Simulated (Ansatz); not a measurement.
Band-structure calculation, with input and output: RuIF

RuIF (slab, 3 atoms in the cell), computed with DFT, PBE with spin-orbit coupling, plane waves, PAW (Ansatz 0.2.0).

The geometry comes from this level: r2SCAN. Figures and captions count atoms from 1; the log counts them from 0 in places.

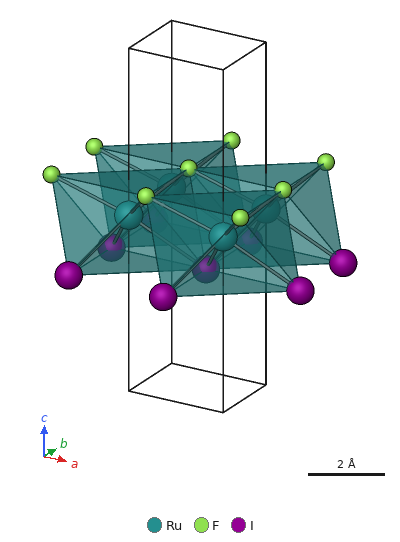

**Figure 1.** The structure (polyhedral view of the cell of the calculation, with the vacuum cut short, seen slightly off an axis; polyhedra are completed across the faces of the cell). An atom can appear more than once, as a periodic image.

## Input
```yaml
crystal:
  lattice:
    - [3.7203875528, 0.0, 0.0]
    - [-1.8601937764, 3.2219501327, 0.0]
    - [0.0, 0.0, 29.5767947488]
  atoms:
    - { symbol: Ru, position: [0.0, 0.0, 0.3083604478] }
    - { symbol: F, position: [0.3333333333, 0.6666666667, 0.3408877009] }
    - { symbol: I, position: [0.6666666667, 0.3333333333, 0.2636296742] }
  periodic: [true, true, false]
kpoints:
  mp_grid: { grid: [12, 12, 1] }
  band_path:
    path:
      - [0.0, 0.0, 0.0]
      - [0.5, 0.0, 0.0]
      - [0.3333333333, 0.3333333333, 0.0]
      - [0.3666666667, 0.2666666667, 0.0]
    npoints: 1
hamiltonian:
  xc: pbe
scf:
  occupations: { method: fermi_dirac, width: 0.02 }
  n_extra_bands: 8
magnetization:
  noncollinear: true
  spin_orbit: true
output:
  forces: true
  stress: true
  eigenvalues: true
```

Launch command:
```bash
ansatz run input.yaml --threads 4 --pin off --max-ram 5529MiB --backend cpu --events-out ev --progress --plain --runs-dir out
```

## The program's output
```
scf.n_extra_bands = 8 over 40 filled bands (N_el = 40.0): the run solves 48 bands
Engine: ansatz 0.2.0, aarch64-unknown-linux-gnu
Pseudopotentials: kind: paw_fr
Pseudopotential: Ru, paw_fr, valence charge 16, recommended cutoff 420 eV (normal), Ru.paw.azcp#standard-fr
Pseudopotential: F, paw_fr, valence charge 7, recommended cutoff 420 eV (normal), F.paw.azcp#standard-fr
Pseudopotential: I, paw_fr, valence charge 17, recommended cutoff 420 eV (normal), I.paw.azcp#standard-fr
Functional definition: PBE
  parameter kappa = 0.804
  parameter beta = 0.06672455060314922
  exchange = pbe_x(kappa = kappa, mu = beta*pi^2/3)
  correlation = pbe_c(beta = beta)
non-collinear run that drives no moment, with spin-orbit: no starting moment large enough to seed its density (crystal.atoms[].spin), no starting occupations that ask for one, no magnetisation constraint and no magnetic field, so the semilocal B_xc is pinned to zero
Crystal: 3 atoms, lattice volume = 354.534 Å³
Basis set: ecut = 420 eV, 6975 PW (Γ), exchange–correlation on 50×50×400 points (8 copies of the dense FFT grid, shifted against one another)
Bands: 48, of which v1, the nominal top of the filled ones, is band 40 counted from 1 (39 counted from 0)
Symmetry: 6 space group operations + 6 with time reversal
Magnetic group: BNS 156.50 (UNI 1280), of the structure as read, at distance tolerance 7.1e-5 Å
k-points: 19 of 144 (time reversal used)
Projection manifold: j_resolved (fully-relativistic pseudo-atomic orbitals)
Non-local potential: Ru, projectors of the file, l = 0: 3, l = 1: 4, l = 2: 4, l = 3: 2
Non-local potential: F, projectors of the file, l = 0: 2, l = 1: 4, l = 2: 2
Non-local potential: I, projectors of the file, l = 0: 2, l = 1: 4, l = 2: 4, l = 3: 4
PAW form: soft (Blöchl's): semilocal exchange-correlation on the pseudo side does not see the compensation charge
PAW one-centre angular grid: Ru, 590 points (default); XC on 64 Gauss nodes
PAW one-centre angular grid: F, 110 points (default); XC on 64 Gauss nodes
PAW one-centre angular grid: I, 590 points (default); XC on 96 Gauss nodes
Initial density: superposition of atomic densities (neutral atoms: chi_scale 0, normalization atom)
Initial wavefunctions: pseudopotential atomic-orbital guess
Functional: x = pbe(κ = 0.804, μ = 0.2195149727645171), c = pbe(β = 0.06672455060314922)
SCF iter   1: F=—  HF=-14204.185342 eV  |F-HF|=—  |Δ(HF+E_count)|=         —  Δρ=3.94e-2  dr2=5.37e0  dr2_m=0.00e0 (ungated)  ethr=3.10e-3  |M|=0.00e0 ∫|m|=0.00e0 μB  |m|>n=0.0e0 m-floor=0.0e0 τ_xc=0.0e0  β_m=0.30  ⟨swp⟩=22.1  Hψ=7249  notcnv=0
preconditioner: auto → none  [insulator: Δε(μ)=1.146 eV  Ē_g=8.493 eV  σ=0.020 eV  W_gap=1.00  n_scr=16 (ndim 8)  ℏωp=8.8 eV  f_vac=0.802  D(μ)=0.00/eV (n_scr^D=0)  ε∞_Penn≈2.1]
SCF iter   2: F=—  HF=-14203.103144 eV  |F-HF|=—  |Δ(HF+E_count)|=    1.08e0  Δρ=2.44e-2  dr2=1.88e0  dr2_m=0.00e0 (ungated)  ethr=3.10e-3  |M|=0.00e0 ∫|m|=0.00e0 μB  |m|>n=0.0e0 m-floor=0.0e0 τ_xc=0.0e0  β_m=0.28  ⟨swp⟩=5.6  Hψ=2486  notcnv=0  defer=68
SCF iter   3: F=—  HF=-14202.927245 eV  |F-HF|=—  |Δ(HF+E_count)|=   1.76e-1  Δρ=1.58e-2  dr2=7.67e-1  dr2_m=0.00e0 (ungated)  ethr=3.10e-3  |M|=0.00e0 ∫|m|=0.00e0 μB  |m|>n=0.0e0 m-floor=0.0e0 τ_xc=0.0e0  β_m=0.27  ⟨swp⟩=4.2  Hψ=1621  notcnv=0  defer=66
SCF iter   4: F=—  HF=-14202.837660 eV  |F-HF|=—  |Δ(HF+E_count)|=   8.96e-2  Δρ=1.12e-2  dr2=1.48e-1  dr2_m=0.00e0 (ungated)  ethr=1.92e-3  |M|=0.00e0 ∫|m|=0.00e0 μB  |m|>n=0.0e0 m-floor=0.0e0 τ_xc=0.0e0  β_m=0.33  ⟨swp⟩=2.9  Hψ=1269  notcnv=0  defer=70
SCF iter   5: F=—  HF=-14202.820090 eV  |F-HF|=—  |Δ(HF+E_count)|=   1.76e-2  Δρ=4.49e-3  dr2=1.68e-2  dr2_m=0.00e0 (ungated)  ethr=3.70e-4  |M|=0.00e0 ∫|m|=0.00e0 μB  |m|>n=0.0e0 m-floor=0.0e0 τ_xc=0.0e0  β_m=0.38  ⟨swp⟩=3.4  Hψ=1591  notcnv=0  defer=70
SCF iter   6: F=—  HF=-14202.820408 eV  |F-HF|=—  |Δ(HF+E_count)|=   3.17e-4  Δρ=1.28e-3  dr2=1.29e-3  dr2_m=0.00e0 (ungated)  ethr=4.20e-5  |M|=0.00e0 ∫|m|=0.00e0 μB  |m|>n=0.0e0 m-floor=0.0e0 τ_xc=0.0e0  β_m=0.45  ⟨swp⟩=3.6  Hψ=1878  notcnv=0  defer=68
SCF iter   7: F=—  HF=-14202.820596 eV  |F-HF|=—  |Δ(HF+E_count)|=   1.88e-4  Δρ=2.72e-4  dr2=7.41e-5  dr2_m=0.00e0 (ungated)  ethr=3.23e-6  |M|=0.00e0 ∫|m|=0.00e0 μB  |m|>n=0.0e0 m-floor=0.0e0 τ_xc=0.0e0  β_m=0.48  ⟨swp⟩=2.8  Hψ=1778  notcnv=0  defer=68
SCF iter   8: F=—  HF=-14202.820578 eV  |F-HF|=—  |Δ(HF+E_count)|=   1.77e-5  Δρ=5.95e-5  dr2=6.02e-6  dr2_m=0.00e0 (ungated)  ethr=1.85e-7  |M|=0.00e0 ∫|m|=0.00e0 μB  |m|>n=0.0e0 m-floor=0.0e0 τ_xc=0.0e0  β_m=0.54  ⟨swp⟩=3.2  Hψ=1690  notcnv=0  defer=68
SCF iter   9: F=—  HF=-14202.820579 eV  |F-HF|=—  |Δ(HF+E_count)|=   1.23e-6  Δρ=1.68e-5  dr2=4.38e-7  dr2_m=0.00e0 (ungated)  ethr=1.51e-8  |M|=0.00e0 ∫|m|=0.00e0 μB  |m|>n=0.0e0 m-floor=0.0e0 τ_xc=0.0e0  β_m=0.57  ⟨swp⟩=3.3  Hψ=1840  notcnv=0  defer=68
SCF iter  10: F=-14202.820579 eV  HF=-14202.820579 eV  |F-HF|=4.92e-9  |Δ(HF+E_count)|=   1.71e-8  Δρ=4.24e-6  dr2=2.12e-8  dr2_m=0.00e0 (ungated)  ethr=2.50e-10  |M|=0.00e0 ∫|m|=0.00e0 μB  |m|>n=0.0e0 m-floor=0.0e0 τ_xc=0.0e0  ⟨swp⟩=26.2  Hψ=6900  notcnv=0
SCF 1 converged in 10 iterations: F = -14202.820579 eV  dr2 = 2.12e-8
  greatest PAW one-centre occupation: 0.999 electrons in one spin orbital (limit 2), on the I atom at site 2 (counted from 0), in its partial waves of l = 2
```

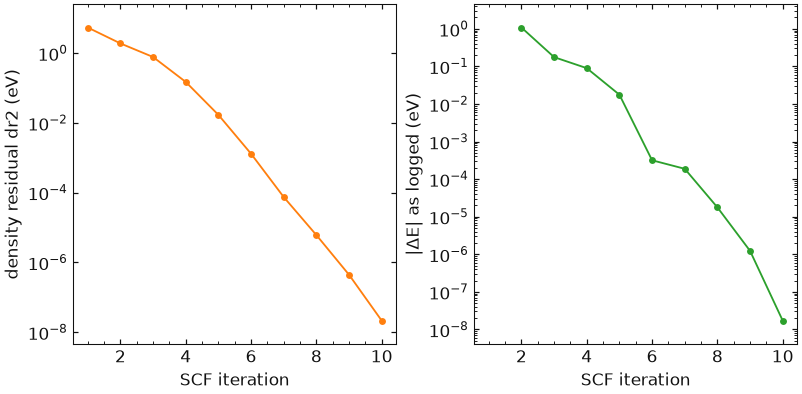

**Figure 2.** Convergence of the self-consistent field: density residual dr2 and size of the energy change against the SCF iteration. The residual falls at every step.

```
NSCF: frozen V_eff on 4 k-points
SCF converged after 10 iterations
Magnetization: |M| = 0.0000 μB,  M = (+0.0000, +0.0000, +0.0000) μB
Absolute magnetization: 0.0000 μB (∫|m|)
  site 0: m = (+0.0000, +0.0000, +0.0000) μB, |m| = 0.0000 μB  (R = 0.97 Å)
  site 1: m = (+0.0000, +0.0000, +0.0000) μB, |m| = 0.0000 μB  (R = 0.97 Å)
  site 2: m = (+0.0000, +0.0000, +0.0000) μB, |m| = 0.0000 μB  (R = 1.04 Å)
Free energy (F): -14202.820579 eV
Harris-Foulkes:  -14202.820579 eV  (|F-HF|=4.92e-9)
Internal energy: -14202.820579 eV  (E = F + TS)
E sigma→0 (E₀):  -14202.820579 eV
Fermi energy:    -4.663727 eV
--- Per-component energies (eV) ---
  E_band       = -1190.749848
  E_kinetic    = 911.850610
  E_local      = -79550.637614  (includes V_loc(G=0)·N_el)
  E_nonlocal   = 331.667488
  E_hartree    = 39146.022458
  E_xc         = -396.842549
  E_vxc        = -467.880627  (∫ρ·V_xc dr)
  E_paw        = -8484.513508  (= ΣΔE_a)
  E_vpaw       = -707.806357  (= ΣTr[D̂ρ^β])
  E_aug_tail   = 0.001840  (compensation charges beyond the density's cutoff)
  E_ewald      = 33839.630696
  E_smearing   = -0.000000  (= −TS)
  E_closure    = -0.000000  (closes the sum)
  Σ components = -14202.820579   (vs F -14202.820579, Δ=0.00e0)
--- Forces (eV/Å), atoms counted from 1 ---
  atom   1  Ru    -0.00000000     0.00000000    -0.21052370
  atom   2  F     -0.00000000     0.00000000     0.21151982
  atom   3  I      0.00000000    -0.00000000    -0.00100659
  max |Σ_I F_I| component: 1.05e-5 eV/Å
--- 2D stress c σ (N/m, compression-positive) ---
        1.129219       0.000000       0.000000
        0.000000       1.129219       0.000000
        0.000000       0.000000       0.000000
  P = ½ c Tr σ = 1.1292 N/m
--- Band table (eV; the first three rows and the last of 19) ---
  k-point 0: bands = ["-76.8479", "-76.8479", "-52.4148", "-52.4148", "-52.3524", "-52.3524", "-50.7257", "-50.7257", "-50.6675", "-50.6675", "-50.6374", "-50.6374", "-49.2216", "-49.2216", "-45.8792", "-45.8792", "-45.8359", "-45.8359", "-27.5467", "-27.5467", "-19.7424", "-19.7424", "-10.7394", "-10.7394", "-10.2843", "-10.2843", "-10.2247", "-10.2247", "-8.3630", "-8.3630", "-7.8915", "-7.8915", "-7.5987", "-7.5987", "-6.0909", "-6.0909", "-6.0708", "-6.0708", "-5.1939", "-5.1939", "-2.8412 (-2.8412°)", "-2.8412 (-2.8412°)", "-2.5690 (-2.5690°)", "-2.5690 (-2.5690°)", "-2.0853", "-2.0853", "-1.0203", "-1.0203"]
  k-point 1: bands = ["-76.8478", "-76.8478", "-52.4146", "-52.4146", "-52.3523", "-52.3523", "-50.7266", "-50.7237", "-50.6678", "-50.6678", "-50.6376", "-50.6366", "-49.2260", "-49.2190", "-45.8811", "-45.8810", "-45.8377", "-45.8341", "-27.5434", "-27.5416", "-19.7024", "-19.6950", "-10.8055", "-10.6689", "-10.3240", "-10.2226", "-10.1800", "-10.1568", "-8.5118", "-8.3571", "-8.1345", "-7.8978", "-7.7880", "-7.7573", "-6.0444", "-6.0212", "-5.9718", "-5.9522", "-5.2109", "-5.1861", "-3.0717 (-3.0717°)", "-3.0011 (-3.0011°)", "-2.7376 (-2.7376°)", "-2.7054 (-2.7054°)", "-1.9410 (-1.9412°)", "-1.9378 (-1.9379°)", "-0.8987", "-0.8935"]
  k-point 2: bands = ["-76.8476", "-76.8476", "-52.4142", "-52.4142", "-52.3521", "-52.3521", "-50.7260", "-50.7209", "-50.6687", "-50.6685", "-50.6371", "-50.6353", "-49.2310", "-49.2189", "-45.8867", "-45.8861", "-45.8387", "-45.8329", "-27.5328", "-27.5296", "-19.5804", "-19.5673", "-10.8399", "-10.6104", "-10.3146", "-10.1320", "-10.0823", "-10.0417", "-8.9685", "-8.8015", "-8.3400", "-8.1777", "-7.9195", "-7.8404", "-5.9575", "-5.9263", "-5.7719", "-5.7366", "-5.2587", "-5.2142", "-3.5324", "-3.4596", "-2.9205", "-2.8701", "-1.5686 (-1.5688°)", "-1.5617 (-1.5620°)", "-0.5521", "-0.5362"]
  k-point 18: bands = ["-76.8465", "-76.8465", "-52.4124", "-52.4117", "-52.3522", "-52.3503", "-50.7163", "-50.7127", "-50.6812", "-50.6652", "-50.6331", "-50.6316", "-49.2453", "-49.2278", "-45.9160", "-45.9043", "-45.8386", "-45.8352", "-27.4856", "-27.4791", "-18.8459", "-18.8220", "-11.2028", "-10.8878", "-10.7906", "-10.4705", "-9.9922", "-9.9796", "-9.2581", "-9.0398", "-9.0380", "-8.8380", "-8.8316", "-8.8247", "-5.7247", "-5.6512", "-5.6119", "-5.4620", "-5.4559", "-5.2838", "-4.1714", "-4.1557", "-3.0527", "-2.9725", "0.4479", "0.4602", "0.8956", "0.9459"]
  ° read free of the cell's end (the report's vacuum.weakly_bound_levels)
```

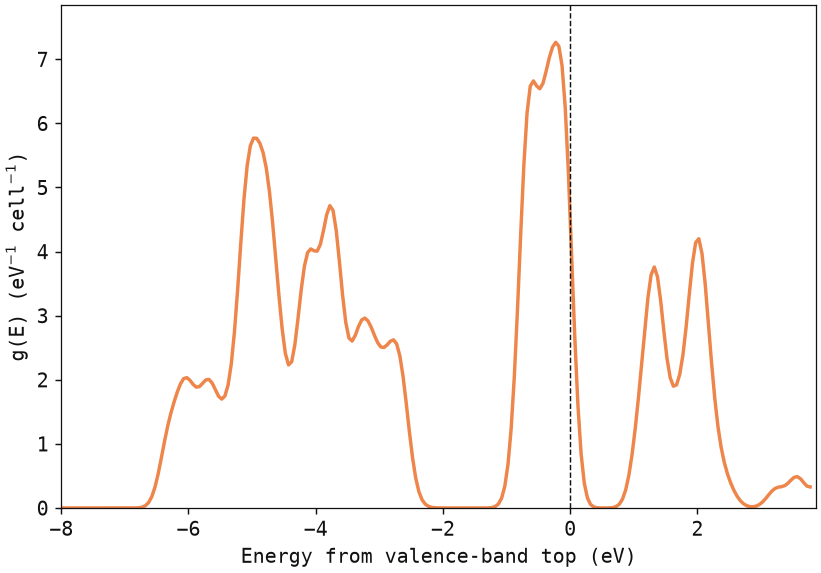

**Figure 3.** Density of states (the curve is built from the levels of the k mesh with Gaussians 0.3 eV wide, which also blur the band edges), with energies from the valence-band top. There is a gap of 1.01 eV on the k-point mesh. Small ripples come from the finite k-point mesh.

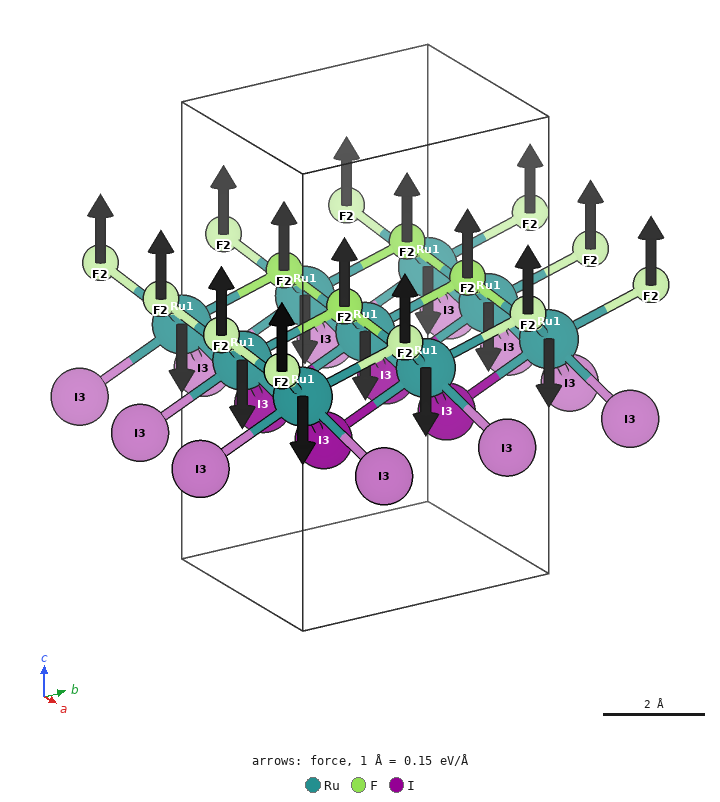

**Figure 4.** Forces on the atoms as black arrows (ball-and-stick view of the 2 × 2 repeat of the cell, with the vacuum cut short, seen slightly off an axis; neighbours outside the cell are drawn fainter; atoms are numbered from 1 in the order of the input); the smallest are left out. The largest act on F2 (0.21 eV/Å); Ru1 (0.21 eV/Å). The geometry is not a stationary point of this energy.

## Summary

- outcome: converged
- electrons treated: 40
- free energy: −14202.8206 eV
- Fermi energy: −4.664 eV
- gap on the k-point mesh: 1.01 eV
- net moment of the cell: 0.00 μB
- integrated absolute moment: 0.00 μB
- largest force (length of the vector): 0.212 eV/Å
- hardware: 4 threads of Arm Neoverse V2, 24 GiB of memory available, shared host
- wall time: 34 s (CPU time 2.2 min)
- peak memory: 1.7 GiB
